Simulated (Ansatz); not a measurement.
```xyz
3

Sn    0.0051   -0.0085   -0.8350
H     1.2507   -0.0182    0.4253
H    -1.2558    0.0267    0.4097
```

Geometry: r2SCAN-D4/def2-TZVP; core potentials replace the inner electrons of Sn.

Level of theory: Ansatz 0.2.0, RKS PBE0-D4/def2-TZVP.

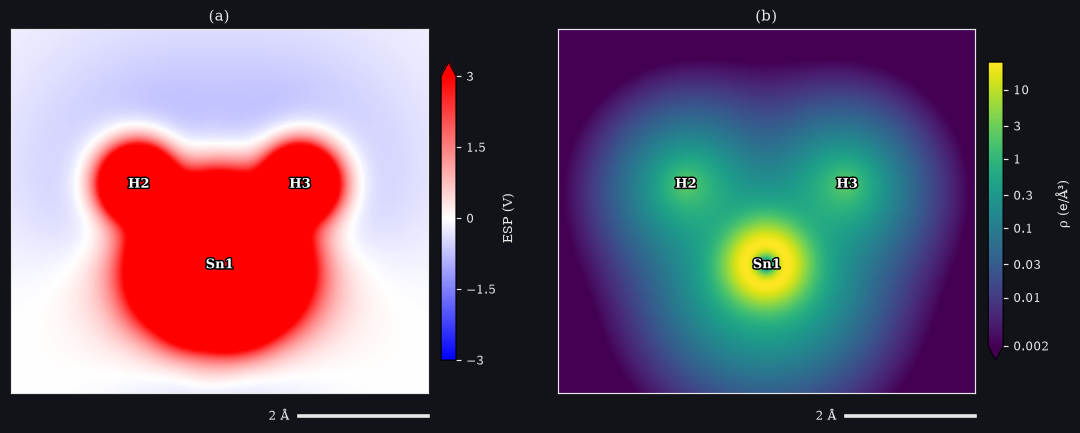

H₂Sn. (a) molecular electrostatic potential; (b) electron density on the molecular plane.

**What do the fields say about this system?**

The plane passes through Sn and H nuclei. Sn–H (1.77 Å): the density is about 1 e/Å³ at the midpoint. Outside the dense part of the molecule the potential is most negative (−0.7 V) near H2 and H3.
